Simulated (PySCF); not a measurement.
**TaF4: from a template to the relaxed complex**

What shape and bonds does TaF4 have? It is relaxed from a template within its point group. It is a constructed species; whether it can be made isn't addressed.

The runs use PySCF 2.14.0; r2SCAN, Ta def2-SVP with ECP60, F def2-SVP; scalar-relativistic core potentials, no spin–orbit coupling.

3 further runs of the same task are left out: 2 for a known fault of the program, 1 that didn't finish. Runs told in other sessions of the task aren't counted.

## Step 1: Starting geometry

5 atoms, charge 0, spin multiplicity 2.

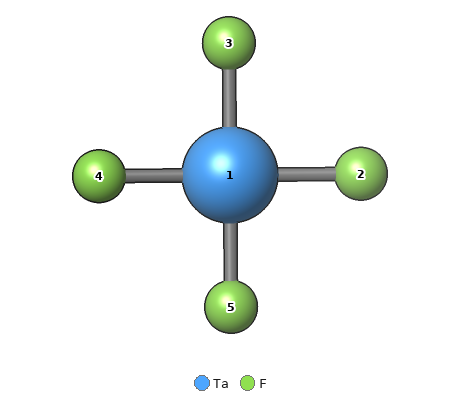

The starting geometry (tantalum blue, fluorine green); atoms are numbered from 1 in the order of the file.

As a file:

```xyz
5
charge 0, multiplicity 2
Ta    0.00000    0.00000    0.00000
F     1.78880    0.00000    0.00000
F     0.00000    1.78880    0.00000
F    -1.78880    0.00000    0.00000
F     0.00000   -1.78880    0.00000
```

Formal oxidation states: Ta +4.

## Step 2: SCF at the start, doublet

File run.py (the lines that set the calculation):

```python
mol = gto.M(atom='''
Ta     0.00000     0.00000     0.00000
F      1.78880     0.00000     0.00000
F      0.00000     1.78880     0.00000
F     -1.78880     0.00000     0.00000
F      0.00000    -1.78880     0.00000''',
    basis={'Ta': 'def2-SVP', 'F': 'def2-SVP'},
    ecp={'Ta': 'def2-SVP'},
    charge=0, spin=1)
mf = dft.UKS(mol, xc='R2SCAN')
mf.grids.atom_grid = (50, 194)
mf = mf.density_fit()  # fitting sets: Ta def2-universal-JKFIT, F def2-universal-JKFIT
mf.conv_tol = 1e-08; mf.max_cycle = 55
mf.kernel(dm0)  # dm0: free metal ions and neutral atoms
```

Command:

```sh
OMP_NUM_THREADS=2 python run.py
```

The program printed:

```text
init E= -467.545732689004
  HOMO = -0.197984194498  LUMO = -0.168832058608  gap/eV = 0.79327
cycle= 1 E= -455.623146080066  delta_E= 11.9  |g|= 1.31  |ddm|= 2.25
  HOMO = -0.15861610732  LUMO = -0.0771851251099  gap/eV = 2.21585
cycle= 2 E= -454.801278768392  delta_E= 0.822  |g|= 1.94  |ddm|= 1.84
  HOMO = -0.266278264409  LUMO = -0.169925091202  gap/eV = 2.62190
cycle= 3 E= -456.14773002456  delta_E= -1.35  |g|= 0.0875  |ddm|= 1.31
  HOMO = -0.237922367288  LUMO = -0.137860959592  gap/eV = 2.72281
cycle= 4 E= -456.149528326343  delta_E= -0.0018  |g|= 0.0585  |ddm|= 0.157
  HOMO = -0.250419621878  LUMO = -0.149501371367  gap/eV = 2.74613
cycle= 5 E= -456.151234357523  delta_E= -0.00171  |g|= 0.00116  |ddm|= 0.0723
  HOMO = -0.250103535003  LUMO = -0.149006329944  gap/eV = 2.75100
cycle= 6 E= -456.151235216941  delta_E= -8.59e-07  |g|= 0.000244  |ddm|= 0.00188
  HOMO = -0.250077238239  LUMO = -0.148953591398  gap/eV = 2.75171
cycle= 7 E= -456.151235256763  delta_E= -3.98e-08  |g|= 7.01e-05  |ddm|= 0.00045
  HOMO = -0.250083539089  LUMO = -0.148963225419  gap/eV = 2.75162
cycle= 8 E= -456.15123526048  delta_E= -3.72e-09  |g|= 2.24e-05  |ddm|= 0.000109
  HOMO = -0.250077410092  LUMO = -0.148959856305  gap/eV = 2.75155
Extra cycle  E= -456.151235259975  delta_E= 5.05e-10  |g|= 4.57e-05  |ddm|= 5.55e-05
converged SCF energy = -456.151235259975  <S^2> = 0.75260015  2S+1 = 2.0025985
```

It took 25 s on 2 threads of Arm Neoverse V1, shared host; peak memory 0.61 GiB.

Further starts and a stability analysis followed, whose logs aren't kept: the log above is the first start alone (where DIIS fails, smearing and a level shift add cycles). The lowest solution stands, and the values below are its own:

| start | energy (Eh) | cycles |
| --- | --- | --- |
| ions | -456.151235 | 8 |
| smeared | -456.151235 | 4 |

Result: E = -456.151235 Eh, HOMO -6.80 eV, LUMO -4.05 eV (over both spins), ⟨S²⟩ = 0.753, Mulliken charge on Ta1 +1.22 e. 

## Step 3: Relaxation, doublet

Steps are kept in the start's point group, D4h.

run.py (the lines that set the calculation): that of step 2 with these lines changed.

```diff
@@ -13,2 +13,3 @@
 mf.conv_tol = 1e-08; mf.max_cycle = 55
-mf.kernel(dm0)  # dm0: free metal ions and neutral atoms
+mf.kernel(dm0)  # dm0: an SCF of this state at this start
+# quasi-Newton relaxation in Cartesian coordinates to a largest gradient under 0.00045 Eh/bohr, steps kept in the point group
```

Command:

```sh
OMP_NUM_THREADS=2 python run.py
```

No log is kept here; the results follow.

It took 14 s on 2 threads of Arm Neoverse V1, shared host.

Step by step:

| step | energy from step 1 (eV) | largest force component (eV/Å) |
| --- | --- | --- |
| 1 | 0.0000 | 4.4440 |
| 2 | -0.7682 | 0.3059 |
| 3 | -0.7735 | 0.0746 |
| 4 | -0.7739 | 0.0020 |

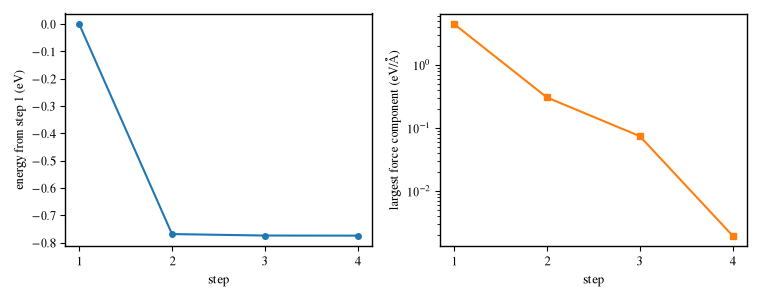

Energy and largest force along the relaxation.

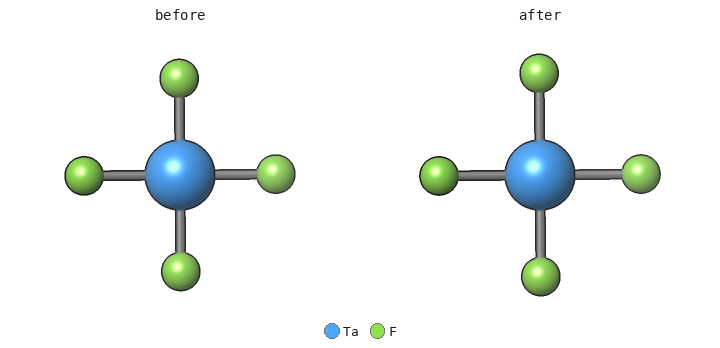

Before and after, at one scale.

Close pairs (by a distance rule), those that changed most:

| bond | before (Å) | after (Å) | change (Å) |
| --- | --- | --- | --- |
| Ta1–F2 | 1.789 | 1.884 | +0.095 |
| Ta1–F3 | 1.789 | 1.884 | +0.095 |
| Ta1–F4 | 1.789 | 1.884 | +0.095 |
| Ta1–F5 | 1.789 | 1.884 | +0.095 |

It ends in D4h at E = -456.179676 Eh.

```xyz
5
charge 0, multiplicity 2
Ta    0.0000    0.0000    0.0000
F     1.8838    0.0000    0.0000
F     0.0000    1.8838    0.0000
F    -1.8838    0.0000    0.0000
F     0.0000   -1.8838    0.0000
```

## Step 4: Displaced along the imaginary mode

A run of the vibrations, not shown, found an unstable mode. Steps are kept in the start's point group, D2d.

run.py (the lines that set the calculation): that of step 3 with these lines changed.

```diff
@@ -2,6 +2,6 @@
 Ta     0.00000     0.00000     0.00000
-F      1.78880     0.00000     0.00000
-F      0.00000     1.78880     0.00000
-F     -1.78880     0.00000     0.00000
-F      0.00000    -1.78880     0.00000''',
+F      1.88382     0.00000    -0.25000
+F      0.00000     1.88382     0.25000
+F     -1.88382     0.00000    -0.25000
+F      0.00000    -1.88382     0.25000''',
     basis={'Ta': 'def2-SVP', 'F': 'def2-SVP'},
```

Command:

```sh
OMP_NUM_THREADS=2 python run.py
```

No log is kept here; the results follow.

Wall time 25 s (2 threads of Arm Neoverse V1, shared host).

Along the way:

| step | energy from step 1 (eV) | largest force component (eV/Å) |
| --- | --- | --- |
| 1 | 0.0000 | 0.6606 |
| 2 | -0.0910 | 0.3093 |
| 3 | -0.2721 | 0.3194 |
| 4 | -0.3502 | 0.2011 |
| 5 | -0.3549 | 0.0202 |
| 6 | -0.3555 | 0.0230 |
| 7 | -0.3556 | 0.0106 |

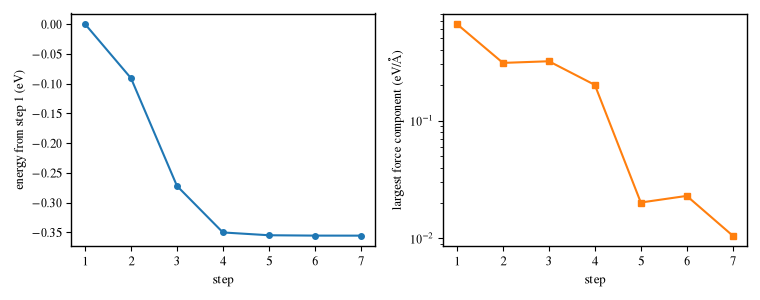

Energy and largest force along the relaxation.

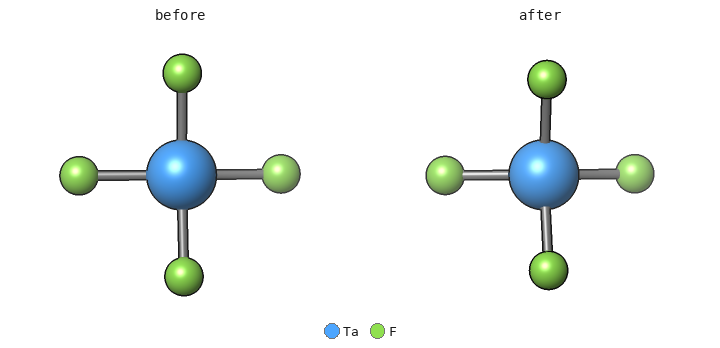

The geometry before (left) and after (right).

Close pairs (by a distance rule), those that changed most:

| bond | before (Å) | after (Å) | change (Å) |
| --- | --- | --- | --- |
| Ta1–F2 | 1.900 | 1.875 | -0.025 |
| Ta1–F3 | 1.900 | 1.875 | -0.025 |
| Ta1–F4 | 1.900 | 1.875 | -0.025 |
| Ta1–F5 | 1.900 | 1.875 | -0.025 |

It ends in D2d at E = -456.197418 Eh.

```
Ta    0.00000    0.00000    0.00000
F     1.76863    0.00000   -0.62260
F     0.00000    1.76863    0.62260
F    -1.76863    0.00000   -0.62260
F     0.00000   -1.76863    0.62260
```

## Step 5: Charges, bond orders and levels

File run.py (the lines that set the calculation):

```python
mol = gto.M(atom='''
Ta     0.00000     0.00000     0.00000
F      1.76863     0.00000    -0.62260
F      0.00000     1.76863     0.62260
F     -1.76863     0.00000    -0.62260
F      0.00000    -1.76863     0.62260''',
    basis={'Ta': 'def2-SVP', 'F': 'def2-SVP'},
    ecp={'Ta': 'def2-SVP'},
    charge=0, spin=1)
mf = dft.UKS(mol, xc='R2SCAN')
mf.grids.atom_grid = (75, 302)
mf = mf.density_fit()  # fitting sets: Ta def2-universal-JKFIT, F def2-universal-JKFIT
mf.conv_tol = 1e-09; mf.max_cycle = 55
mf.kernel(dm0)  # dm0: the density of the relaxed state
```

Command:

```sh
OMP_NUM_THREADS=2 python run.py
```

The program printed:

```text
init E= -456.198177293521
  HOMO = -0.213885319952  LUMO = -0.119914296871  gap/eV = 2.55708
cycle= 1 E= -456.198177991954  delta_E= -6.98e-07  |g|= 0.000984  |ddm|= 0.00489
  HOMO = -0.213861677596  LUMO = -0.119915912875  gap/eV = 2.55639
cycle= 2 E= -456.198176771512  delta_E= 1.22e-06  |g|= 0.00208  |ddm|= 0.00175
  HOMO = -0.213784996974  LUMO = -0.119836472444  gap/eV = 2.55647
cycle= 3 E= -456.198178282557  delta_E= -1.51e-06  |g|= 0.000203  |ddm|= 0.00144
  HOMO = -0.21382909807  LUMO = -0.119881154123  gap/eV = 2.55645
cycle= 4 E= -456.198178304351  delta_E= -2.18e-08  |g|= 1.04e-05  |ddm|= 0.000253
  HOMO = -0.213827989653  LUMO = -0.119881393802  gap/eV = 2.55642
cycle= 5 E= -456.198178304419  delta_E= -6.75e-11  |g|= 2.99e-06  |ddm|= 2.06e-05
  HOMO = -0.213827695876  LUMO = -0.119881531233  gap/eV = 2.55641
Extra cycle  E= -456.198178304424  delta_E= -5.12e-12  |g|= 3.14e-06  |ddm|= 6.62e-06
converged SCF energy = -456.198178304424  <S^2> = 0.7518517  2S+1 = 2.0018508
```

Run time: 25 s. Hardware: 2 threads of Arm Neoverse V1, shared host.

Result: E = -456.198178 Eh, HOMO -5.82 eV, LUMO -3.26 eV (over both spins), ⟨S²⟩ = 0.752, Mulliken charge on Ta1 +1.27 e, largest force component 0.009 eV/Å. 

Löwdin charges:

| atom | value (e) |
| --- | --- |
| Ta1 | 0.44 |
| F2 | -0.11 |
| F3 | -0.11 |
| F4 | -0.11 |
| F5 | -0.11 |

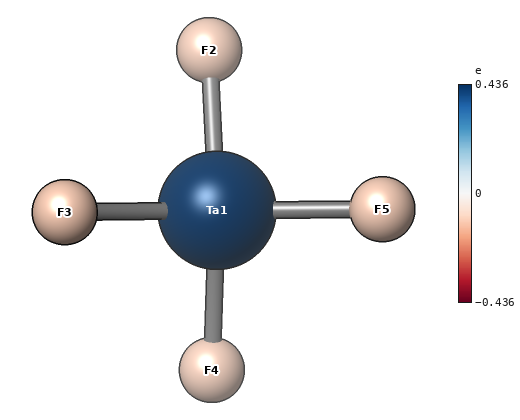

Löwdin charges, as colours on the atoms.

Mulliken charges: Ta1 +1.27, F2 -0.32, F3 -0.32, F4 -0.32, F5 -0.32 e. Spin: Ta1 +1.00.

Contacts (the nearest donor of each ligand) and Mayer bond orders:

| contact | distance (Å) | bond order |
| --- | --- | --- |
| Ta1–F2 (F) | 1.875 | 1.11 |
| Ta1–F3 (F) | 1.875 | 1.11 |
| Ta1–F4 (F) | 1.875 | 1.11 |
| Ta1–F5 (F) | 1.875 | 1.11 |

Mulliken populations of Ta1 outside the core potential: s 2.50, p 6.30, d 2.71, f 0.21.

The fields below are evaluated on a grid from the run's orbitals.

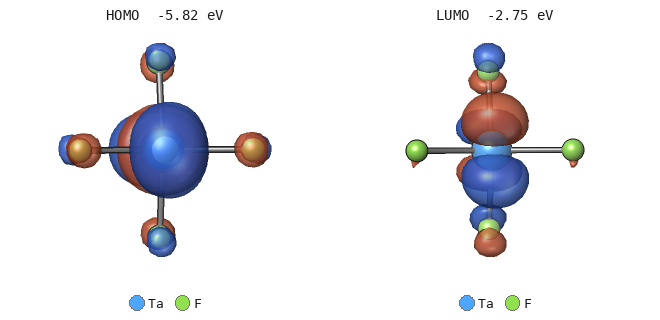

r2SCAN orbitals (alpha spin) near the gap, drawn at the value that encloses 70 % of each; the two colours are the two signs.

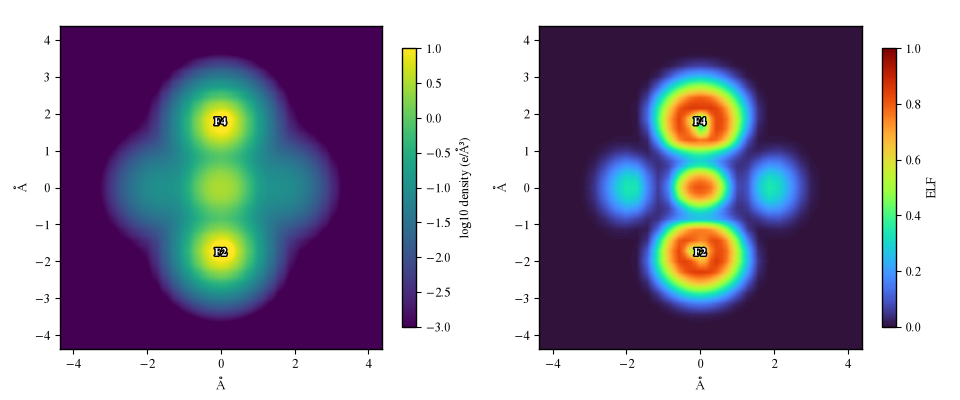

Density (left) and ELF (right) in a plane through or near 2 of the atoms.

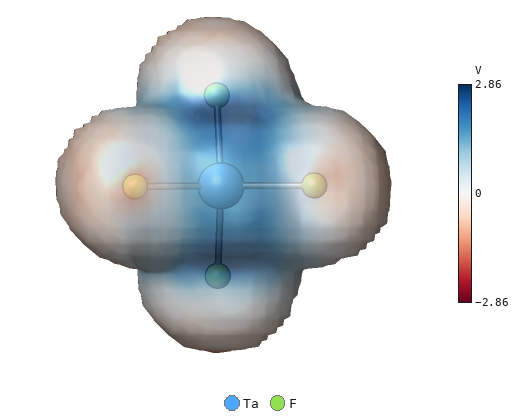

Electrostatic potential on the surface of density 0.002 e/bohr³; red is low, blue high. It runs from -1.03 V near F2 to 2.86 V near Ta1.

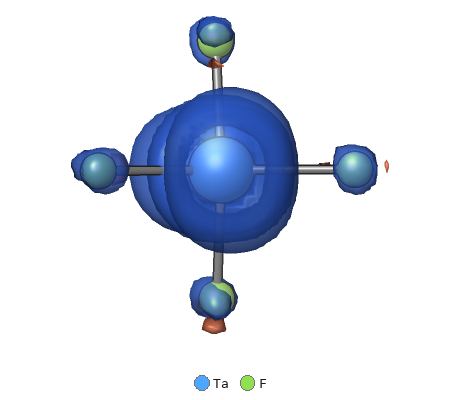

Spin density at ±0.02 e/Å³ (alpha excess blue, beta excess red).

## Step 6: Results

| quantity | value |
| --- | --- |
| state and point group | doublet, D2d |
| metal–ligand contacts | 1.88 Å |
| frontier levels | HOMO -5.82 eV, LUMO -3.26 eV (over both spins) |
| dipole | 0.00 D |
| mean polarisability | 5.1 Å³ |

What this shows: The metal carries +0.44 e by Löwdin's partition against a formal +4, and bond orders to the nearest donors reach 1.11. Both measures hang on the basis. Leaving the first, D4h structure gained 0.48 eV and gave D2d. No vibrations are shown for the final structure, so this session doesn't show it to be a minimum. One start shape was tried, so another isomer may lie lower. The bases are small and lack diffuse functions. Spin–orbit coupling is left out for this open shell, where it can reorder the states. Open shells may have lower solutions than the one found.
